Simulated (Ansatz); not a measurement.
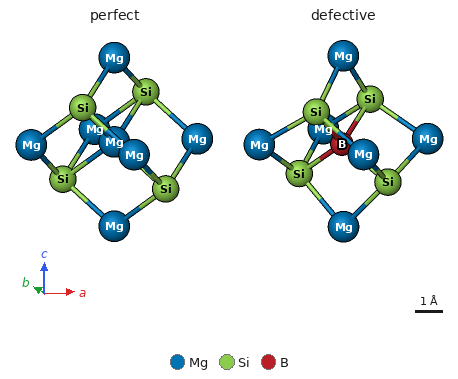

Left: perfect Mg2Si. Right: the same region with one point defect, after relaxing the atoms in a supercell of 96 sites. The picture is a ball-and-stick view of the atoms within 3.8 Å of one point, seen slightly off an axis.

Level of theory: Ansatz, DFT, PBEsol, PAW, plane waves. Settings: plane-wave cutoff 420 eV; k-point mesh 1 × 1 × 1; mesh shifted by (0.25, 0.25, 0.25); collinear spin. Fermi-Dirac smearing of 0.01 eV. The axes drawn are those of the host's conventional cell.

**What kind of defect was made?**

A magnesium atom is replaced by boron.

The charge state of the cell is 0.

**How does the lattice respond?**

In the host the Mg atom has 4 Si at 2.74 Å, 6 Mg at 3.16 Å; the B atom ends with 4 Si at 2.31 to 2.45 Å. Of the host's atoms, a silicon atom moves furthest from its site, by 0.41 Å. The B atom itself moves 0.12 Å from where it was put. The cell's net moment is 0.99 μB.
